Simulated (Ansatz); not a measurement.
# LiZnF3 (model cell, started as cubic perovskite with Zn in the octahedra): following an unstable mode, part 3 of 3

Wanted: the energy along a soft mode of LiZnF3 (model cell, started as cubic perovskite with Zn in the octahedra) and the structure at the end.

Ansatz 0.2.0; DFT PBEsol, scalar-relativistic, plane waves, PAW; PAW set soft_1.

So far. Step 5 (Energy along the mode, all amplitudes (two of the runs …): The lowest of the steps tried is the last one, at 0.6 Å, 52.3 meV/atom below the parent; the bottom of the well need not coincide with a step. Step 7 (The new phase in its own primitive cell): The largest force component left is 0.25 meV/Å and the pressure is -0.002 GPa, within the tolerances set. The cell now holds 12.81 Å³/atom. The relaxed cell has a, b, c = 3.874, 5.574, 5.932 Å (conventional setting).

The structure was built from a prototype and need not be the compound's stable phase.

### Step 8. Modes of the new phase, k-mesh 6×6×6

A relaxed structure may still be a saddle point, so its zone-centre modes are computed. The response to a homogeneous field gives the Born charges and the dielectric tensor.

Contents of input.yaml:

```yaml
crystal:
  lattice:
    - [3.8736410714, 0.0, 0.0]
    - [0.0, 2.7869355005, 2.9658017084]
    - [0.0, -2.7869355005, 2.9658017084]
  atoms:
    - { symbol: Li, position: [0.0, 0.8425913827, 0.8425913827] }
    - { symbol: Zn, position: [0.5, 0.4905410892, 0.4905410892] }
    - { symbol: F, position: [0.5, 0.5631584757, 0.0092168633] }
    - { symbol: F, position: [0.5, 0.0092168633, 0.5631584757] }
    - { symbol: F, position: [0.0, 0.53349774, 0.53349774] }
kpoints:
  mp_grid: { grid: [6, 6, 6] }
hamiltonian:
  xc: pbesol
  pseudopotentials: { kind: paw, azcp: { folder: soft_1 }, xc_functional: pbe }
scf:
  occupations: { method: fixed }
output:
  eigenvalues: true
phonons:
  method: dfpt
  dielectric: true
  rigid_motions: translations
```

Started as:

```console
ansatz run input.yaml --threads 4 --pin off --max-ram 16384MiB --backend cpu --events-out ev --progress --plain --runs-dir out
```

Numbers of over 12 decimals in the logs are rounded to 6 here.

The log of the run:

```text
[...]
Crystal: 5 atoms, lattice volume = 64.035 Å³
Basis set: ecut = 420 eV, 1261 PW (Γ), exchange–correlation on 54×60×60 points (8 copies of the dense FFT grid, shifted against one another)
Bands: 23, of which v1, the nominal top of the filled ones, is band 18 counted from 1 (17 counted from 0)
Symmetry: 4 space group operations
k-points: 112 of 216 (irreducible under 1 space group operation, time reversal used)
[...]
SCF iter   1: F=—  HF=-5893.588006 eV  |F-HF|=—  |Δ(HF+E_count)|=         —  Δρ=1.79e-1  dr2=1.24e1  ethr=3.10e-3  ⟨swp⟩=4.1  Hψ=11997  notcnv=0  defer=318
[...]
SCF iter  12: F=-5888.873623 eV  HF=-5888.873623 eV  |F-HF|=2.56e-10  |Δ(HF+E_count)|=   2.28e-8  Δρ=3.15e-7  dr2=5.14e-11  ethr=1.00e-12  ⟨swp⟩=11.3  Hψ=18464  notcnv=0
SCF 1 converged in 12 iterations: F = -5888.873623 eV  dr2 = 5.14e-11
[...]
NSCF: frozen V_eff on 2 k-points
DFPT response loops at Γ: preconditioner auto → none (the input reference at scf.mixing.eps_inf says where Resta's filter doesn't serve); β = 0.50; Broyden in place of MSR1
SCF converged after 12 iterations
Free energy (F): -5888.873623 eV
[...]
Internal energy: -5888.873623 eV  (E = F + TS)
E sigma→0 (E₀):  -5888.873623 eV
Fermi energy:    1.714119 eV
[...]
--- Band table (eV; the first three rows and the last of 112) ---
  k-point 0: bands = [... 14 lower, -0.2563, -0.1287, 0.0552, 0.5384, 5.3210, 9.5864, 12.2931, 14.5488, ... 1 higher]
  k-point 1: bands = [... 14 lower, -0.2567, -0.0824, -0.0301, 0.5463, 5.7916, 9.7019, 12.0163, 14.4405, ... 1 higher]
  k-point 2: bands = [... 14 lower, -0.2532, -0.0051, -0.0009, 0.4578, 6.9031, 9.5209, 11.8147, 14.4996, ... 1 higher]
  k-point 111: bands = [... 14 lower, 0.1584, 0.5113, 1.5468, 1.7141, 9.9057, 11.0232, 12.0316, 12.1277, ... 1 higher]
--- Phonons (Γ-DFPT): 12 representative perturbations + reference, on 112 of 216 k-points (Σ response iterations 44) ---
  k mesh reduced under 1 symmetry operation, with k and −k counted as one. Each operation leaves every solved perturbation unchanged. A smaller set is not considered because the run solves the response to a homogeneous field
  ASR residual: 1.709e-4 → 0.000e0 eV/Å²; symmetrization residual: 8.181e-7 eV/Å²
  ASR residual per site (eV/Å²): 5.84e-5 8.81e-5 6.31e-5 6.31e-5 1.71e-4
[...]
ε∞ (high-frequency dielectric tensor):
        2.206320     0.000000     0.000000
        0.000000     2.196273     0.000000
        0.000000     0.000000     2.193997
  softest optical mode at Γ: -212.22 cm⁻¹; the repairs (sum rule, projections) moved no ω² at Γ by more than (1.72 cm⁻¹)²
  Born effective charges Z* (e; rows j = field, columns β = displacement):
    site 0:
         1.21146    0.00000    0.00000
        -0.00000    1.07314   -0.00000
         0.00000    0.00000    1.01542
    site 1:
         2.21287   -0.00000    0.00000
        -0.00000    2.20984   -0.00000
         0.00000   -0.00000    2.26809
    site 2:
        -0.87514    0.00000   -0.00000
         0.00000   -1.26386    0.46501
        -0.00000    0.44133   -1.21745
    site 3:
        -0.87514   -0.00000   -0.00000
        -0.00000   -1.26386   -0.46501
        -0.00000   -0.44133   -1.21745
    site 4:
        -1.67406    0.00000   -0.00000
         0.00000   -0.75525   -0.00000
        -0.00000    0.00000   -0.84862
  Z* charge neutrality: 1.460e-5 e pre-enforcement
  k-mesh period / interband length: 23.2 Å / 0.99 Å = 23.44 at k = (0.0000, 0.0000, 0.0000), direct gap 4.783 eV — 14 or more, which is no proof of convergence
  optical modes at Γ without the LO–TO term, one row a degenerate level:
      ω (cm⁻¹)  modes    IR ((D/Å)²/amu)
       -212.22      1             7.4937
        -85.73      1             6.2299
         47.65      1             0.0000
         56.37      1             0.1073
        179.90      1             3.0678
        183.42      1             0.4612
        193.30      1             0.0818
        212.68      1             0.3834
        402.39      1             3.8505
        444.21      1             6.2333
        468.74      1             0.8074
        520.14      1             3.9930
  optical modes at Γ + LO–TO along q̂ = [1.0000, 0.0000, 0.0000]:
      ω (cm⁻¹)  modes    IR ((D/Å)²/amu)
        -85.73      1             6.2299
         47.65      1             0.0000
         56.37      1             0.1073
        164.73      1             1.6394
        179.90      1             3.0678
        183.42      1             0.4612
        193.30      1             0.0818
        257.13      1             2.7753
        402.39      1             3.8505
        444.21      1             6.2333
[...]
optical modes at Γ + LO–TO along q̂ = [0.0000, 1.0000, 0.0000]:
      ω (cm⁻¹)  modes    IR ((D/Å)²/amu)
[...]
optical modes at Γ + LO–TO along q̂ = [0.0000, 0.0000, 1.0000]:
      ω (cm⁻¹)  modes    IR ((D/Å)²/amu)
       -212.22      1             7.4937
        -85.73      1             6.2299
         47.65      1             0.0000
         56.37      1             0.1073
        183.42      1             0.4612
        192.89      1             0.0012
        212.68      1             0.3834
        244.20      1             0.9328
        402.39      1             3.8505
        465.56      1             0.0401
        520.14      1             3.9930
        572.60      1             9.2162
```

Run time: 57 s. Hardware: 4 threads of Intel Xeon Platinum 8375C at 2.90GHz (Ice Lake), shared host; peak memory 0.98 GiB; 3.5 min of CPU time.

This step gave:

* sum-rule residual before enforcement: 1.71e-4 eV/Å²
* miss of the charge sum rule: 1.46e-5 e
* point group: mm2
* highest optical mode at the zone centre (no LO-TO term): 520.1 cm⁻¹
* lowest optical zone-centre mode: -212.2 cm⁻¹
* mean high-frequency dielectric constant: 2.199
* largest Born charge (third of the trace): 2.230 e
* top of the zone-centre spectrum with the field: 597.2 cm⁻¹

Without the LO-TO term. Patterns of degenerate modes are one choice out of their space. The modes at Γ (shares of kinetic energy by element, %) (negative means imaginary):

| mode | frequency (cm⁻¹) | symmetry | Li % | Zn % | F % |
| --- | --- | --- | --- | --- | --- |
| 1 | -212.2 | B1 | 79 | 1 | 21 |
| 2 | -85.7 | B2 | 73 | 1 | 26 |
| 3 | 0.0 | acoustic | 5 | 51 | 44 |
| 4 | 0.0 | acoustic | 5 | 51 | 44 |
| 5 | 0.0 | acoustic | 5 | 51 | 44 |
| 6 | 47.6 | A2 | 0 | 0 | 100 |
| 7 | 56.4 | B2 | 6 | 1 | 94 |
| 8 | 179.9 | A1 | 0 | 32 | 68 |
| 9 | 183.4 | B2 | 16 | 36 | 47 |
| 10 | 193.3 | A1 | 12 | 13 | 76 |
| 11 | 212.7 | B1 | 16 | 35 | 49 |
| 12 | 402.4 | B2 | 0 | 11 | 89 |
| 13 | 444.2 | A1 | 28 | 2 | 69 |
| 14 | 468.7 | A1 | 54 | 2 | 43 |
| 15 | 520.1 | B1 | 0 | 14 | 86 |

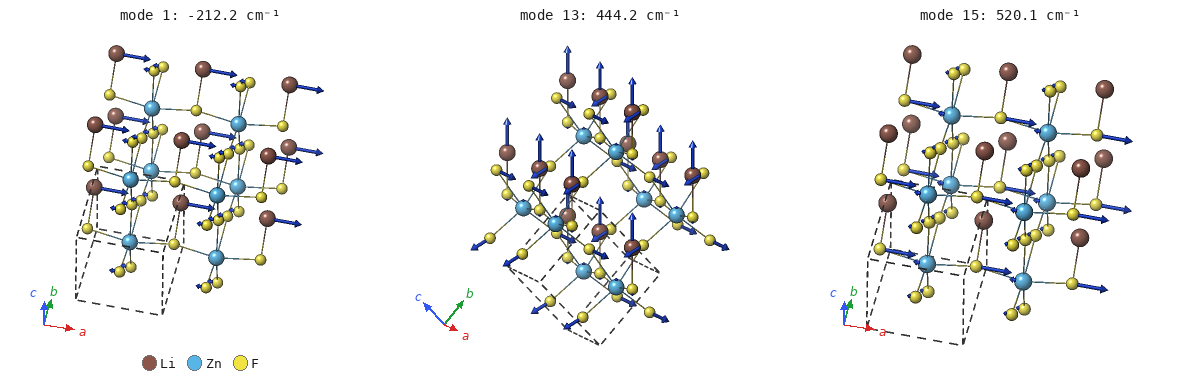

Displacement patterns of modes 1, 13 and 15 at Γ; arrows are exaggerated. 2×2×2 cells are drawn. Some periodic images of atoms are drawn too.

Optical modes at the zone centre, without and with the macroscopic field of the longitudinal modes; each column is sorted by frequency, so a row need not hold one and the same mode. Modes with and without the field, by row:

| rank among optical modes | no field (cm⁻¹) | q along (1, 0, 0) (cm⁻¹) | q along (0, 1, 0) (cm⁻¹) | q along (0, 0, 1) (cm⁻¹) |
| --- | --- | --- | --- | --- |
| 1 | -212.2 | -85.7 | -212.2 | -212.2 |
| 2 | -85.7 | 47.6 | 47.6 | -85.7 |
| 3 | 47.6 | 56.4 | 54.4 | 47.6 |
| 4 | 56.4 | 164.7 | 167.9 | 56.4 |
| 5 | 179.9 | 179.9 | 179.9 | 183.4 |
| 6 | 183.4 | 183.4 | 193.3 | 192.9 |
| 7 | 193.3 | 193.3 | 212.7 | 212.7 |
| 8 | 212.7 | 257.1 | 252.1 | 244.2 |
| 9 | 402.4 | 402.4 | 444.2 | 402.4 |
| 10 | 444.2 | 444.2 | 468.7 | 465.6 |
| 11 | 468.7 | 468.7 | 508.1 | 520.1 |
| 12 | 520.1 | 597.2 | 520.1 | 572.6 |

Born charge (rows field, columns displacement) (e), principal values of the symmetric part by kind of site:

| atom | atoms with these values | low | middle | high | mean |
| --- | --- | --- | --- | --- | --- |
| Li1 | 1 | 1.02 | 1.07 | 1.21 | 1.10 |
| Zn2 | 1 | 2.21 | 2.21 | 2.27 | 2.23 |
| F3 | 2 | -1.69 | -0.88 | -0.79 | -1.12 |
| F5 | 1 | -1.67 | -0.85 | -0.76 | -1.09 |

In full for Li1:

```
1.21 0.00 0.00
0.00 1.07 0.00
0.00 0.00 1.02
```

High-frequency dielectric tensor:

```
2.21 0.00 0.00
0.00 2.20 0.00
0.00 0.00 2.19
```

Transverse modes; imaginary modes are left out. Infrared lines, with heights relative to the strongest:

| position (cm⁻¹) | label | relative intensity |
| --- | --- | --- |
| 48 | A2 | 0.0 |
| 56 | B2 | 1.7 |
| 180 | A1 | 49 |
| 183 | B2 | 7.4 |
| 193 | A1 | 1.3 |
| 213 | B1 | 6.2 |
| 402 | B2 | 62 |
| 444 | A1 | 100 |
| 469 | A1 | 13 |
| 520 | B1 | 64 |

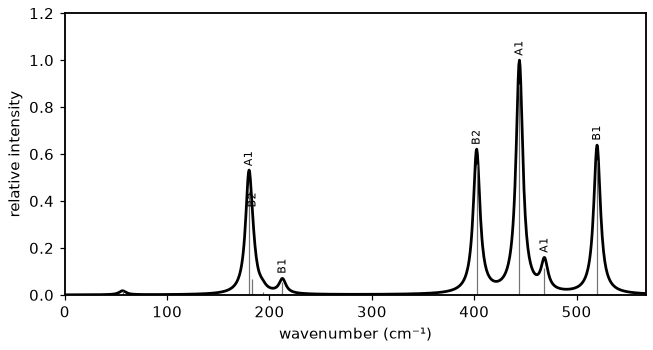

The infrared spectrum, broadened with Lorentzians of width 8 cm⁻¹; bars mark the lines.

Before it was imposed, the acoustic sum rule was missed by 1.7e-4 eV/Å² and the charge sum rule by 1.5e-5 e. Small misses are needed for a sound result but don't prove that mesh and cutoff are converged. The lowest optical mode is imaginary, 212.2i cm⁻¹, so the energy falls along it.

### Step 9. Outcome

```json
{
 "unstable mode of the parent": "q = (0, 0, 0), 231i cm⁻¹",
 "depth at the lowest point sampled": "52.3 meV/atom",
 "largest atomic shift at that point": "0.6 Å",
 "space group reached (within 0.01 Å)": "Amm2",
 "energy gained over the parent (first relaxation, on the mesh of the frozen mode)": "86.5 meV/atom",
 "volume per atom, phase reached": "12.8 Å³",
 "gap on the k-mesh, phase reached": "3.61 eV",
 "lowest optical zone-centre mode, phase reached": "-212 cm⁻¹",
 "highest optical mode at the zone centre (no LO-TO term), phase reached": "520 cm⁻¹"
}
```

**Reading.** Along this mode the structure falls into Amm2, 86.5 meV/atom below the parent. At the parent's cell the well is 52.25 meV/atom deep on the steps tried, with its lowest point at a shift of 0.6 Å. That is the last step tried, so the steps alone don't bracket the bottom of the well. Relaxing atoms and cell changes the gain by +34.23 meV/atom against the lowest step (energies at zero smearing). The new phase still has an imaginary mode at the zone centre of its cell, so it is a saddle point on the way to a lower structure. Of the 6 patterns followed to their end from this parent, this one ends 105 meV/atom above the lowest, Imma. Each path keeps the symmetry of its pattern, so a lower phase may lie along a pattern not tried. The PAW files were made for PBE and serve the other functionals too. The starting cell was built on a prototype and not taken from a measurement, so the phase need not exist.

[Logs are printed without paths, hosts, clocks, repeated set-up lines and the standing remarks that a program may print on its own settings, such as how far it seeks lower states.]

[Hosts, paths, dates, database ids (printed as entryN), source tags and the programs' standing remarks are cut or masked in the printed files.]
